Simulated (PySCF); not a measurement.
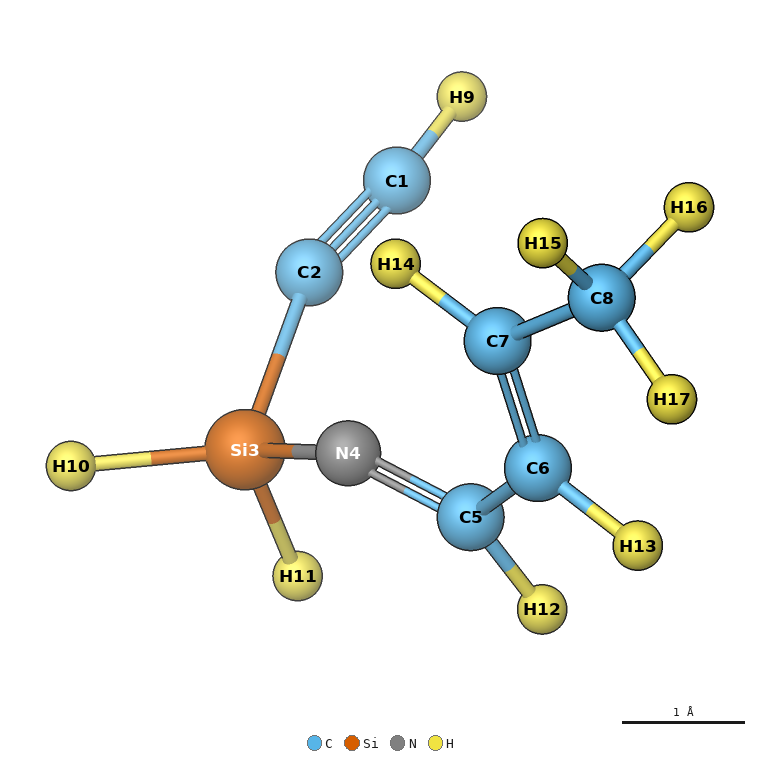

Orthographic view. Distant atoms are faded towards the background colour. Geometry: a frame of a GFN2-xTB molecular-dynamics simulation, not a minimum.

Write a MOL file (V2000) with the atoms in numerical order, bonds sorted by atom number with the orders drawn, and coordinates in the frame of the picture: x right, y up, z towards the viewer, origin at the mean position.

```
C6H9NSi
                    3D

 17 16  0  0  0  0  0  0  0  0999 V2000
   -0.4700    1.6100   -3.7900 C   0  0  0  0  0  0  0  0  0  0  0  0
   -1.1900    0.8500   -3.2000 C   0  0  0  0  0  0  0  0  0  0  0  0
   -1.7300   -0.6100   -2.1200 Si  0  0  0  0  0  4  0  0  0  0  0  0
   -0.8700   -0.6400   -0.6000 N   0  0  0  0  0  0  0  0  0  0  0  0
    0.1400   -1.1700   -0.0800 C   0  0  0  0  0  0  0  0  0  0  0  0
    0.6900   -0.7600    1.2200 C   0  0  0  0  0  0  0  0  0  0  0  0
    0.3600    0.2900    1.9900 C   0  0  0  0  0  0  0  0  0  0  0  0
    1.2200    0.6400    3.1500 C   0  0  0  0  0  0  0  0  0  0  0  0
    0.0700    2.3000   -4.3900 H   0  0  0  0  0  0  0  0  0  0  0  0
   -3.1600   -0.7500   -1.9600 H   0  0  0  0  0  0  0  0  0  0  0  0
   -1.2900   -1.6500   -3.0600 H   0  0  0  0  0  0  0  0  0  0  0  0
    0.7300   -1.9300   -0.5800 H   0  0  0  0  0  0  0  0  0  0  0  0
    1.5200   -1.4000    1.6000 H   0  0  0  0  0  0  0  0  0  0  0  0
   -0.4800    0.9200    1.6800 H   0  0  0  0  0  0  0  0  0  0  0  0
    0.7300    1.0900    3.9400 H   0  0  0  0  0  0  0  0  0  0  0  0
    1.9400    1.3900    2.7600 H   0  0  0  0  0  0  0  0  0  0  0  0
    1.8000   -0.2000    3.4400 H   0  0  0  0  0  0  0  0  0  0  0  0
  1  2  3  0
  1  9  1  0
  2  3  1  0
  3  4  1  0
  3 10  1  0
  3 11  1  0
  4  5  2  0
  5  6  1  0
  5 12  1  0
  6  7  2  0
  6 13  1  0
  7  8  1  0
  7 14  1  0
  8 15  1  0
  8 16  1  0
  8 17  1  0
M  END
```
